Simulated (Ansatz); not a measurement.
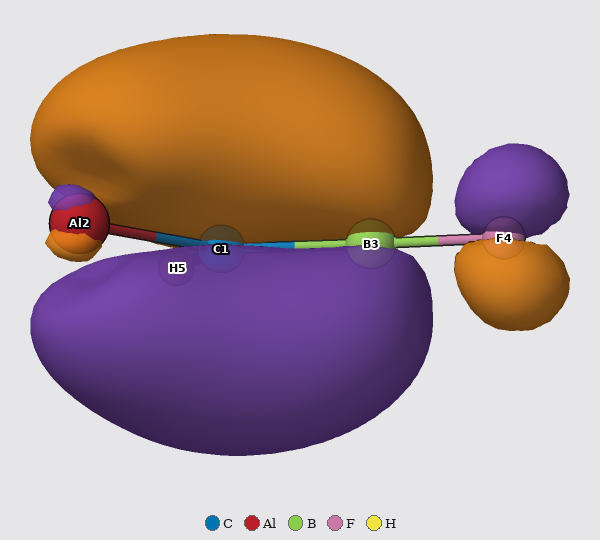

The picture shows: CHAlBF (charge +1, doublet). The HOMO (β) at ±0.08 Å⁻³ᐟ² (orange and purple are the two phases), seen from one side.

Geometry: B3LYP/6-31G*.

These are results of isolated molecule in a Gaussian basis; Kohn-Sham density functional theory, functional PBE0 in Ansatz 0.2.0, not measurements.

```xyz
5

C    -0.3282   -0.9250   -0.4246
Al   -0.2147   -2.5974   -1.2584
B    -0.7885   -0.7458    0.8871
F    -1.2142   -0.6624    2.0745
H    -0.0003   -0.0985   -1.0584
```

What is the character of this orbital?

Answer. By Hirshfeld shares it lies mainly on C1 (about 55 %), B3 (about 25 %) and Al2 (about 15 %); it changes sign across the molecular plane (π type); π-bonding across C1–B3. Its energy is −12.58 eV.
